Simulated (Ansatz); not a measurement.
# Calculations on SiNH5O and related structures

### Relaxation

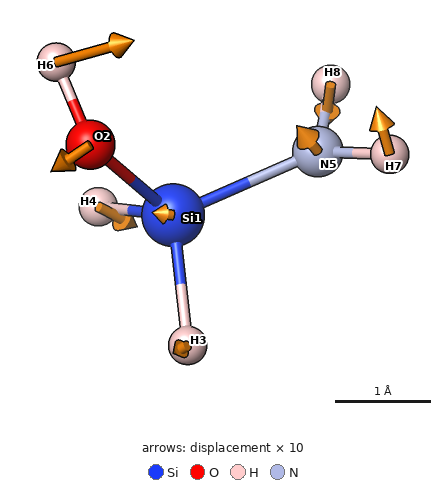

A relaxation of SiNH5O. The starting structure is drawn; orange arrows show the displacements, magnified 10 times. The two geometries are superimposed by the best rigid fit.

Style: ball-and-stick. Shown at a tilt.

It is one of the separated reactants of a reaction.

The calculation used RKS PBE0-D4/def2-TZVP (Ansatz 0.2.0).

Input file:
```yaml
crystal:
  periodic: [false, false, false]
  atoms:
    - {symbol: Si, position_ang: [-0.263060, -0.899762, 0.166328]}
    - {symbol: O, position_ang: [0.917399, -0.093412, 1.033892]}
    - {symbol: H, position_ang: [0.541181, -1.664248, -0.806950]}
    - {symbol: H, position_ang: [-1.040146, -1.742296, 1.108401]}
    - {symbol: N, position_ang: [-1.387432, 0.079387, -0.646545]}
    - {symbol: H, position_ang: [0.640595, 0.353205, 1.836999]}
    - {symbol: H, position_ang: [-1.121526, 0.677469, -1.411925]}
    - {symbol: H, position_ang: [-2.260636, 0.356372, -0.232108]}
basis:
  gaussian: {orbitals: def2-TZVP}
hamiltonian: {xc: pbe0, dispersion: d4}
relax: {f_tol: 0.005, max_steps: 200}
```

Launched with:
```bash
ansatz run in.yaml --threads 4 --pin off --events-out ev --progress --plain --max-ram 9574MiB
```

> Atoms of which element are displaced furthest, and by how much?

Hydrogen: up to 0.10 Å, against 0.05 Å for oxygen.

> What happened in the run?

The energy falls by 0.014 eV in 11 geometry steps. The largest force component goes from 0.65 to 0.003 eV/Å. The largest move after the best rigid fit is that of H6, 0.10 Å. By element the largest moves are H 0.10 Å, O 0.05 Å, N 0.04 Å, Si 0.03 Å. Among the contacts that change: Si1–O2 1.672 → 1.649 Å, Si1–N5 1.698 → 1.705 Å. Bond angles that change, for instance: O2–Si1–H4 108.3° → 110.6°. Cost: 13 s on 4 threads of Arm Neoverse V2 (shared host).

### Relaxation

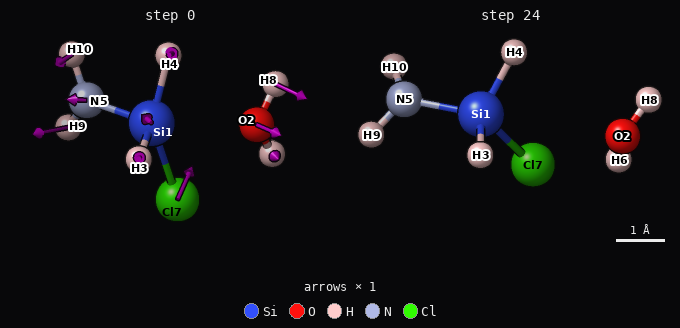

The structure of SiNH6OCl (started from a transition state, displaced along its imaginary mode) before (left) and after (right) a relaxation, at one scale. The purple arrows give the displacements, at their true length.

A ball-and-stick model, seen at a tilt.

Level of theory: Ansatz, RKS PBE0-D4/def2-TZVP. Settings: force threshold 0.005 eV/Å; at most 200 steps.

**Describe what moved and what it gained.**

The energy falls by 15.7 kcal/mol in 21 accepted moves (24 points after the start). The largest force component goes from 1.6 to 0.0036 eV/Å. The line search rejected the trial steps at points 8, 12, 15 of the run. The forces were under the threshold at step 18, but the run went on from there. The largest move after the best rigid fit is that of H9, 1.18 Å. By element the largest moves are H 1.18 Å, Cl 0.96 Å, O 0.80 Å, N 0.51 Å, Si 0.45 Å. Near-neighbour distances that change, for instance: Si1–O2 2.226 → 3.240 Å, Si1–H4 1.527 → 1.475 Å, Si1–N5 1.741 → 1.701 Å, N5–H9 0.976 → 1.007 Å. Bond angles that change, for instance: H4–Si1–Cl7 145.4° → 105.5°, N5–Si1–Cl7 94.4° → 113.5°, H4–Si1–N5 95.2° → 108.1°. Cost: 53 s on 4 threads of Arm Neoverse V2 (shared host).

### Reaction

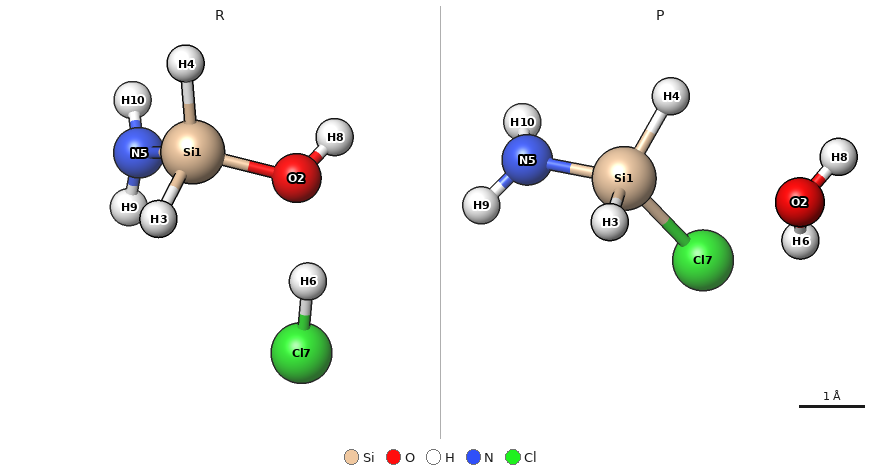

Reactant (R) and product (P) of one elementary step of SiNH6OCl. Style: ball-and-stick. Shown at a tilt.

Stationary points at PBE0-D4/def2-TZVP, single-point energies with CCSD(T)/CBS, PBE0-D4, B3LYP-D4 (def2-TZVPP where no basis is named; Ansatz 0.2.0). The energies are electronic, without zero-point or thermal terms, and both ends are the minima reached downhill from the saddle, with any fragments still in contact. CCSD(T)/CBS stands for a frozen-core estimate: MP2 correlation extrapolated from def2-TZVPP and def2-QZVPP, CCSD(T) minus MP2 from the smaller set.

Predict the saddle point between them and the barrier.

Answer. Counted by bonded pieces, R holds HCl + SiH₅NO and P holds H₂O + SiH₄NCl. From R over the saddle to P, bonds form: Si1–Cl7 (3.88 → 2.26 → 2.09 Å), O2–H6 (1.81 → 0.97 → 0.96 Å). Bonds break: Si1–O2 (1.67 → 2.00 → 3.24 Å), H6–Cl7 (1.31 → 2.23 → 2.57 Å). The saddle has one imaginary mode, 96i cm⁻¹. With CCSD(T)/CBS the barrier is 18.1 kcal/mol from R and 17.1 kcal/mol from P, and P lies 1.0 kcal/mol above R.

```tsv
level	barrier from R (kcal/mol)	barrier from P (kcal/mol)	P less R (kcal/mol)
CCSD(T)/CBS	18.1	17.1	1.0
PBE0-D4	16.3	15.7	0.7
B3LYP-D4	19.8	17.6	2.2
```

The saddle point in the same view, with dashed sticks for the bonds that form or break:

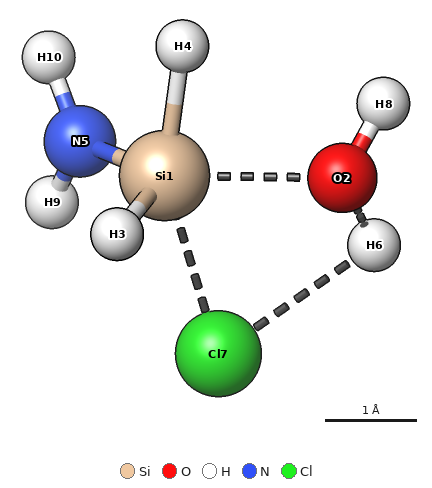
